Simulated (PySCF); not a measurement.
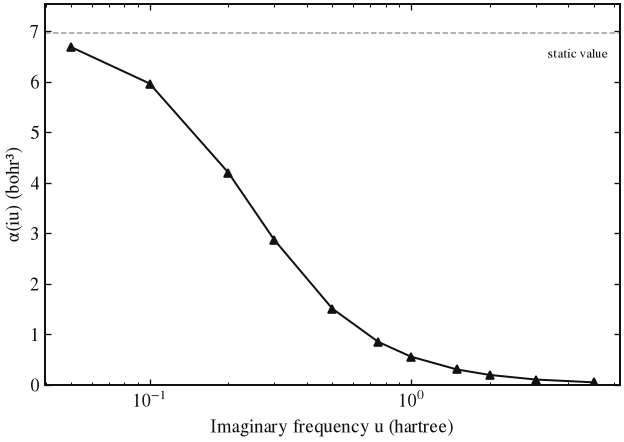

Dipole polarisability at imaginary frequency of an atom or ion with 3 electrons in the configuration [He] 2s. Coupled response at the PBE level; PySCF, aug-cc-pVTZ, non-relativistic, unrestricted single determinants, no spin-orbit coupling.

> Which species is it, and what does the curve give?

B²⁺. The static dipole polarisability is 6.97 bohr³; α(iu) falls to half of it near u = 0.25 hartree. The Casimir–Polder integral gives C₆ = 9.26 hartree bohr⁶ for two such species.
